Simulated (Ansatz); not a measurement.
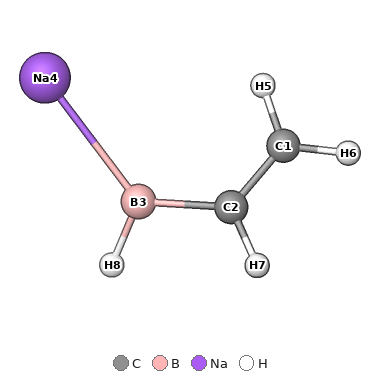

The system is C2H4BNa, SMILES C=C[BH][Na]; the picture shows the reference structure. The first coordinate is: bond length C1–C2; the second: angle H7–C2–C1. Nothing is relaxed (all other coordinates rigid). Grid: 15 × 15 points. Points are written as (first, second). All energies are given in kJ/mol relative to the relaxed molecule at the same level. The reference is spin-restricted, which grows unreliable where a bond is stretched far. Level of theory: RHF/def2-TZVP in Ansatz 0.2.0.

Its coordinates:

```yaml
atoms:
  - { symbol: C, position_ang: [-0.8843, 0.9376, -0.1831] }
  - { symbol: C, position_ang: [-0.4906, -0.3243, -0.3024] }
  - { symbol: B, position_ang: [0.8501, -0.8820, 0.2906] }
  - { symbol: Na, position_ang: [3.0742, 0.3482, 0.5303] }
  - { symbol: H, position_ang: [-0.2385, 1.6860, 0.2437] }
  - { symbol: H, position_ang: [-1.8650, 1.2701, -0.4808] }
  - { symbol: H, position_ang: [-1.2011, -1.0071, -0.7538] }
  - { symbol: H, position_ang: [0.7552, -2.0286, 0.6555] }
```

Range: bond length C1–C2 from 1.088 to 1.991 Å; angle H7–C2–C1 from 91.2 to 141.2°.

> What landscape does the calculation give?

The lowest grid point is at (1.346 Å, 116.2°), 1.1 kJ/mol from the relaxed molecule at the same level. It is the only kind of minimum in the scanned range. The highest grid point, (1.991 Å, 141.2°), lies 588 kJ/mol above the lowest. Round the minimum the two coordinates are weakly coupled (coupling 0.10 in units of the two stiffnesses).

```
angle H7–C2–C1 ↓, bond length C1–C2 →  1.088  1.153  1.217  1.282  1.346  1.411  1.475  1.540  1.604  1.669  1.733  1.797  1.862  1.926  1.991
                                141.2    325    179     99     64     62     83    121    170    225    285    347    409    471    531    589
                                137.7    312    165     84     49     47     68    105    154    209    269    330    392    455    515    573
                                134.1    301    153     72     36     33     54     91    139    194    254    315    377    439    499    558
                                130.5    292    144     62     25     22     42     79    127    181    241    302    363    425    485    544
                                126.9    286    137     54     17     13     33     69    116    170    230    290    352    413    473    531
                                123.4    283    133     49     11      7     26     61    108    162    221    281    342    403    462    520
                                119.8    283    131     47      8      3     21     56    103    156    214    274    334    395    453    511
                                116.2    285    132     47      7      1     19     53     99    151    209    268    328    388    446    503
                                112.7    290    136     50      9      2     19     52     98    150    207    265    324    384    441    496
                                109.1    299    143     55     14      6     22     54     99    150    206    264    322    381    437    492
                                105.5    310    154     64     21     12     27     59    102    153    208    265    323    380    435    489
                                101.9    325    167     76     32     22     36     66    109    158    212    268    325    382    436    487
                                 98.4    344    183     91     45     34     46     76    117    165    219    274    329    385    438    488
                                 94.8    366    204    109     62     49     60     88    129    176    228    282    336    390    442    490
                                 91.2    392    227    131     82     68     77    104    143    188    239    292    345    398    448    495
```

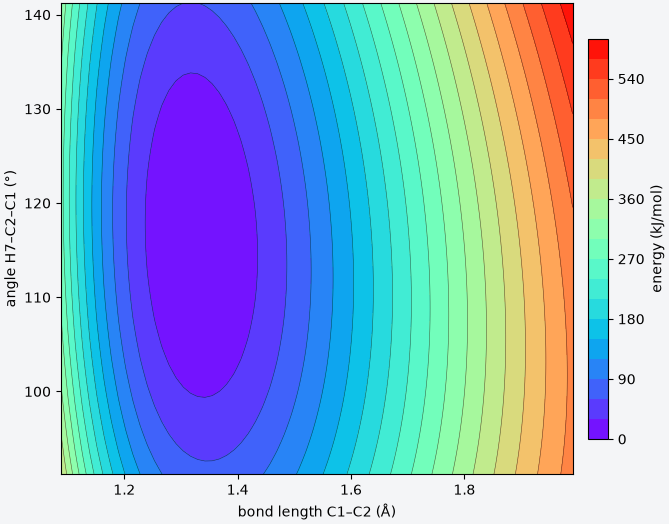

In the figure: filled contours. Between grid points the surface is interpolated.

The whole map (225 points run) took 16 min on 1 thread of Arm Neoverse V2 (shared host).
